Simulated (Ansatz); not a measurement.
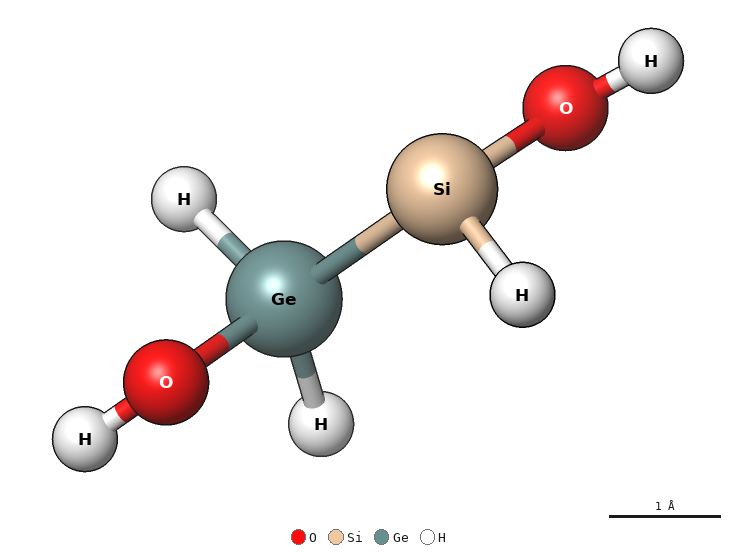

The picture shows the input geometry.

Input file:

```yaml
crystal:
  periodic: [false, false, false]
  atoms:
    - {symbol: O, position_ang: [-1.998230, 0.810620, 0.971370]}
    - {symbol: Si, position_ang: [-1.251830, 0.385050, -0.426240]}
    - {symbol: Ge, position_ang: [0.933010, -0.046100, 0.251160]}
    - {symbol: O, position_ang: [1.540530, -0.519700, -1.338220]}
    - {symbol: H, position_ang: [-2.937050, 0.966470, 1.026600]}
    - {symbol: H, position_ang: [-1.969010, -0.794090, -0.957770]}
    - {symbol: H, position_ang: [1.414830, -1.166340, 1.197420]}
    - {symbol: H, position_ang: [1.810560, 1.135800, 0.686120]}
    - {symbol: H, position_ang: [2.457190, -0.771720, -1.410430]}
basis:
  gaussian: {orbitals: def2-TZVP}
magnetization: {spin_polarized: true, initial_magnetization: 1}
hamiltonian: {xc: pbe0, dispersion: d4}
relax: {f_tol: 0.005, max_steps: 150}
```

It was started with:

```sh
ansatz run in.yaml --threads 2 --pin off --events-out ev --progress --plain --max-ram 32768MiB --backend cuda --devices 0, --max-vram 18GiB
```

Output (its end):

```
mean field -68559.00091292 eV, -2519.4968125898 hartree, gradient 4.3e-5 eV, S^2 0.753510; 1 other end points of the search recorded, 0 dependent functions left out
the calculation of the forces begins
reference -68559.00094581 eV, -2519.4968137988 hartree; 34, 33 occupied and 143, 144 virtual orbitals, 1191 factors
Total energy: -68559.15854635 eV, -2519.5026055115 hartree
Atom 0 at    -1.983456     0.994648     0.972621 Å, force     0.001374    -0.000470    -0.000967 eV/Å
Atom 1 at    -1.292443     0.353116    -0.391314 Å, force    -0.002593     0.000955     0.000483 eV/Å
Atom 2 at     0.993144    -0.069170     0.145983 Å, force     0.002870    -0.000461     0.000383 eV/Å
Atom 3 at     1.712419    -0.455925    -1.448652 Å, force     0.000528    -0.000241     0.001758 eV/Å
Atom 4 at    -2.938300     0.948166     1.047522 Å, force     0.000832    -0.000438    -0.000850 eV/Å
Atom 5 at    -2.027544    -0.890064    -0.794728 Å, force     0.001535     0.000618     0.000768 eV/Å
Atom 6 at     1.241138    -1.263626     1.100596 Å, force    -0.000337     0.000041    -0.000708 eV/Å
Atom 7 at     1.687402     1.175708     0.741160 Å, force    -0.001620    -0.001208    -0.001257 eV/Å
Atom 8 at     2.607640    -0.792862    -1.373179 Å, force    -0.002590     0.001203     0.000390 eV/Å
Dipole moment:    -0.168187    -0.090387     0.192870 e Å
```
